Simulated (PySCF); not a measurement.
C$_{4}$H$_{5}$ClFSi (SMILES FC1=C[C]1[SiH2]CCl) (doublet)

The calculation's input:

```
{"job": {"kind": "epr", "basis": "pcH-1"}, "charge": 0, "multiplicity": 2}
F      1.939847     2.349455    -0.249081
C      1.859734     1.092459     0.100029
C      2.522462    -0.012453     0.401499
C      1.012637    -0.004876     0.383657
Si    -0.457878    -0.944557    -0.211172
C     -1.902323     0.291598    -0.000348
Cl    -3.424868    -0.529836    -0.438004
H      3.423902    -0.557303     0.518289
H     -0.633789    -2.075611     0.698219
H     -0.491624    -1.405332    -1.607460
H     -2.019659     0.633009     1.024984
H     -1.827241     1.162762    -0.646639
```

Launched as:

```sh
OMP_NUM_THREADS=1 python probes_run.py task.json out
```

Geometry: GFN2-xTB.

These are results of PySCF, UKS B3LYP, pcH-1 on C Cl F H Si, non-relativistic, mean-field spin-orbit, GIAO, not measurements.

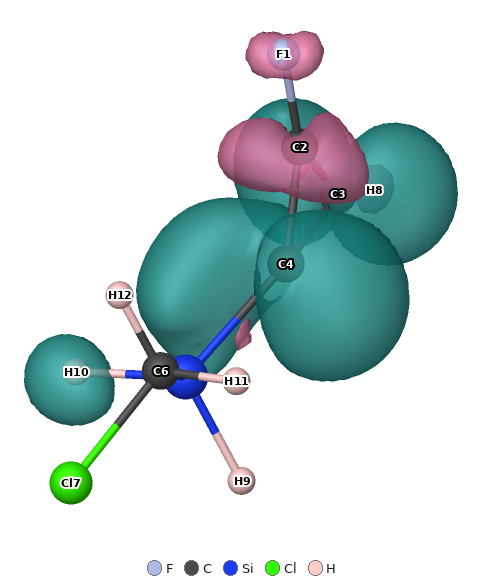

Figure 1. Isosurfaces of the spin density (α minus β) at +0.015 (teal) and −0.015 e/Å³ (pink), seen at an oblique angle.

Where is the unpaired spin?

Answer. The unpaired spin (1 electron) lies mostly on C4 (about 0.5), C3 (about 0.3) and Si5 (about 0.1), in electrons by Hirshfeld's partition.

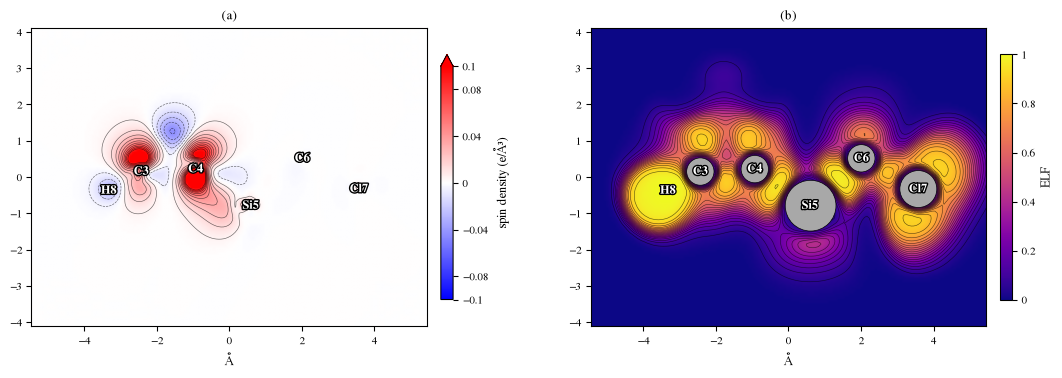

Figure 2. (a) spin density; (b) ELF on the plane of atoms Si5, C6 and Cl7. Grey discs cover the atomic cores in the ELF map.

Interpret the plot.

Answer. The section cuts through C, Si, Cl and H sites.
C–Cl (1.78 Å): the ELF peaks at about 0.90 between the atoms (localised, covalent bonding).
C–Si (1.84 Å): the ELF peaks at about 0.95 between the atoms: a covalent bond.
C–H (1.06 Å): the ELF climbs to about 1 towards the hydrogen, as it does in any bond to H (an ordinary covalent bond to hydrogen).
C–C (1.51 Å): the ELF peaks at about 0.80 between the atoms, as expected for localised, covalent bonding.
The ELF also peaks beside Cl7, away from the bonds: non-bonding electrons, paired or unpaired.

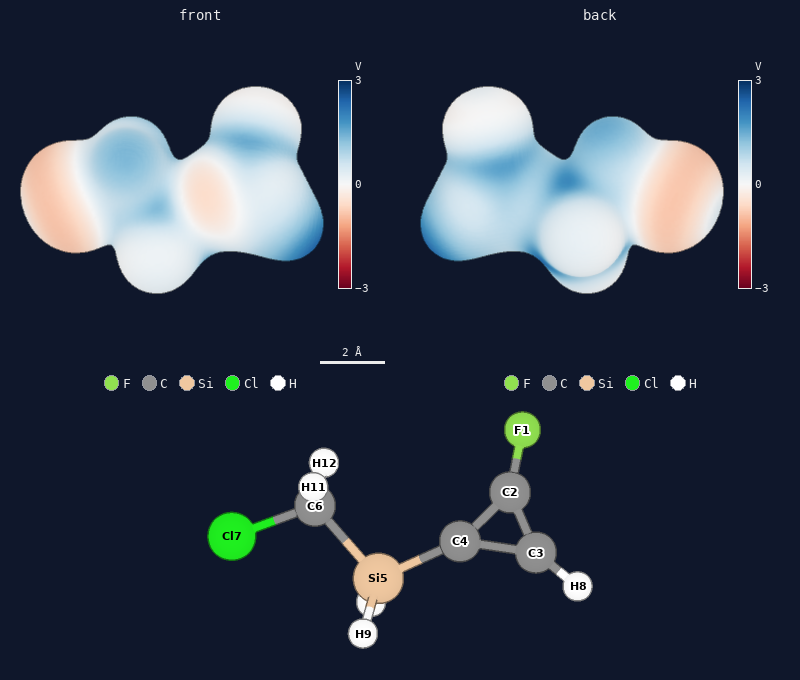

Figure 3. The molecular electrostatic potential painted on the density surface at 0.004 e/bohr³, seen from the front and from behind; red is negative and blue positive. The bare structure is drawn below in the same view.

Describe the electrostatic potential map.

Answer. The most negative region (about −0.8 V) lies over Cl7, the most positive (about +2.3 V) over Si5 and H8. Cl7 shows a σ-hole: about +0.3 V at the tip opposite its bond, against about −0.7 V on its flanks.
